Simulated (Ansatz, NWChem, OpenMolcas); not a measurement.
**How methods differ on PbS (SMILES [S][Pb])**

The species is PbS (2 atoms), meant as a singlet with charge 0. As SMILES, `[S][Pb]`. The bond length is the measured one.

```xyz
2

S     0.0000    0.0000    0.0000
Pb    0.0000    0.0000    2.2869
```

Quantity: the vertical ionisation energy (to the doublet cation), in eV. The values are calculated.

```csv
level,kind,program,value (eV)
SVWN5/def2-TZVPP (core potential),LDA,Ansatz,9.40
PBE/def2-TZVPP (core potential),GGA,Ansatz,9.05
M06-L/def2-TZVPP (core potential),meta-GGA,NWChem,8.93
PBE0/def2-TZVPP (core potential),global hybrid,OpenMolcas,8.91
CAM-B3LYP/def2-TZVPP (core potential),range-separated hybrid,Ansatz,8.88
HSE06/def2-TZVPP (core potential),range-separated hybrid,Ansatz,8.91
wB97M-V/def2-TZVPP (core potential),range-separated hybrid,Ansatz,8.86
CCSD/def2-TZVPP (core potential),coupled cluster or CI,Ansatz,8.75
```

Spin-orbit coupling, which can split open shells on such heavy atoms by tenths of an eV, is left out. The values span 8.75 to 9.40 eV.

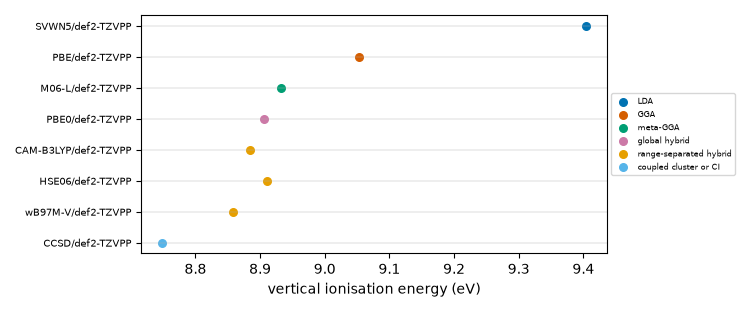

The values of the table, level by level.
